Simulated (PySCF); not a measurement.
**BiH6N3···H2O: density, localisation and related maps**

```xyz
13

Bi   -0.4850    0.4850    0.6589
N     1.5656    0.8276    1.3014
H     2.0756   -0.0422    1.4615
H     1.6122    1.3590    2.1719
N    -0.8276   -1.5656    1.3014
H    -1.3590   -1.6122    2.1719
H     0.0422   -2.0756    1.4615
N     0.2577   -0.2577   -1.2619
H     0.1010   -1.2679   -1.2815
H     1.2679   -0.1010   -1.2815
O    -1.5902    1.5902   -1.9326
H    -1.8647    1.8647   -2.8111
H    -0.8987    0.8987   -2.0627
```

Core potentials replace the inner electrons of Bi.

Method: PySCF, RKS PBE0, Bi def2-SVP with ECP60, N def2-SVP, H def2-SVP, O def2-SVP; non-relativistic Hamiltonian with scalar-relativistic core potentials where named; density fitting.

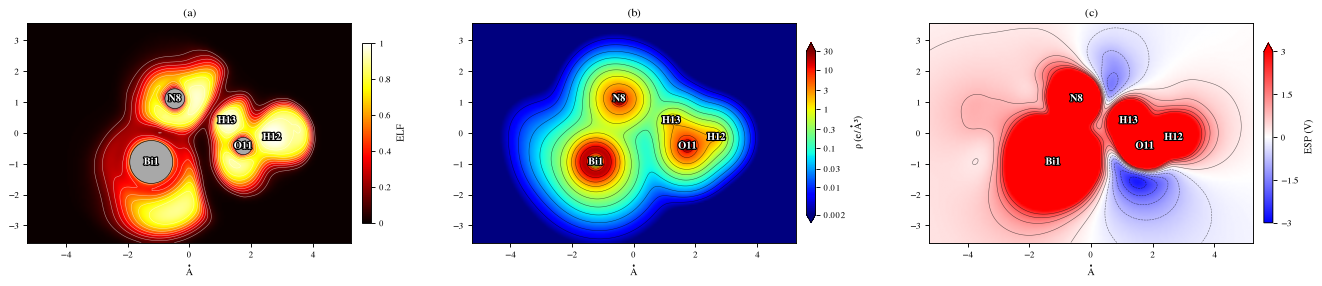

Figure 1. (a) ELF; (b) electron density; (c) molecular electrostatic potential on the plane of atoms H12, O11 and H13. Grey discs cover the atomic cores in the ELF map.

### Interpret the plot.

- The plane passes through Bi, N, O and H nuclei.
- N8···H13 (1.82 Å): the density falls to about 0.29 e/Å³ on the way; the ELF dips to about 0.20 between them; by its geometry a hydrogen bond between the two molecules, with no shared pair.
- Bi–N (2.19 Å): ρ is about 0.65 e/Å³ halfway; the ELF peaks at about 0.85 in the valence shell of N, 0.7 Å from its nucleus, and drops to about 0.20 between the two atoms.
- O–H (0.96 Å): ρ at the midpoint is about 3.6 e/Å³; the ELF climbs to about 1 towards the hydrogen, as it does in any bond to H; a covalent bond by its length.
- The ELF also peaks beside O11, away from the bonds: lone-pair regions.
- Outside the dense part of the complex the potential is most negative (−2.7 V) near O11.

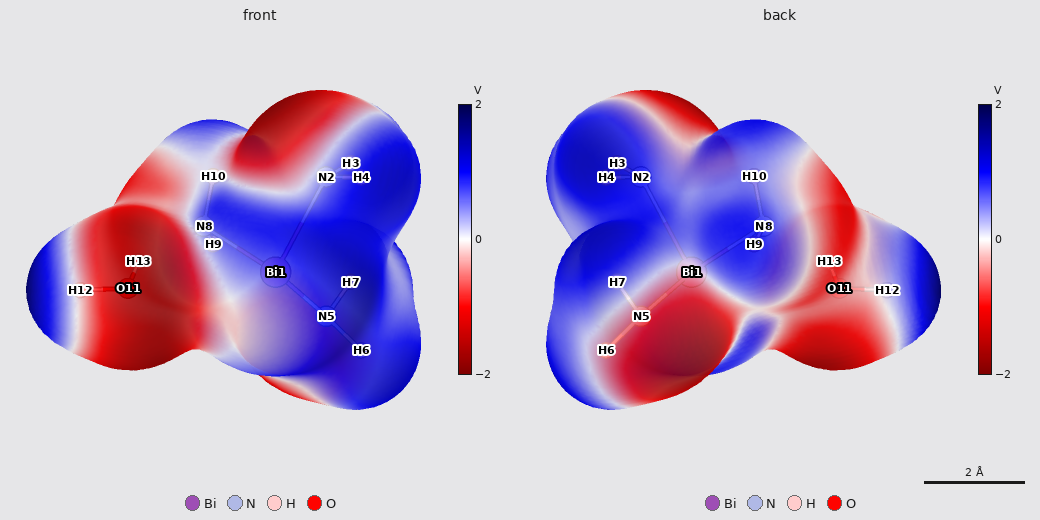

Figure 2. The molecular electrostatic potential painted on the density surface at 0.002 e/bohr³, seen from the front and from behind; the colour scale runs from red (negative) to blue (positive).

### Which sites attract a positive test charge, and which a negative one?

A positive charge is drawn to the negative regions and a negative charge to the positive ones. The most negative region (about −1.9 V) lies over N2, N5 and O11, the most positive (about +1.7 V) over H12.

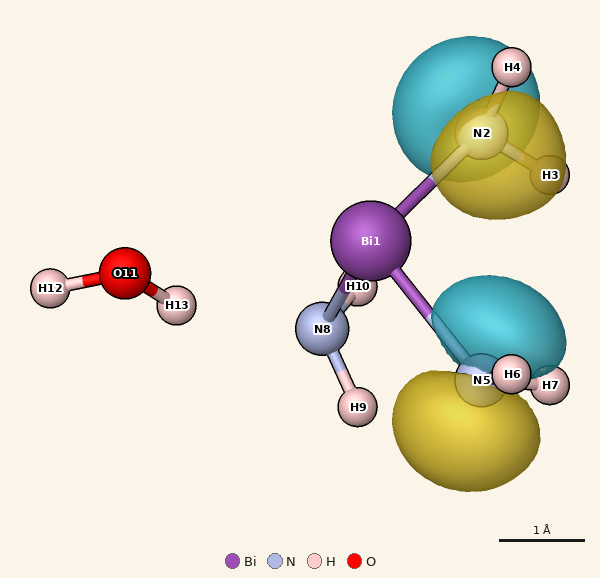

Figure 3. The HOMO at ±0.15 Å⁻³ᐟ² (yellow and cyan are the two phases), seen at a tilt.

### Describe this orbital and give its energy.

Its weight (Hirshfeld) is mainly on N2 (about 40 %) and N5 (about 40 %); largely a combination of lone pairs on N2 and N5. Its energy is −6.43 eV.
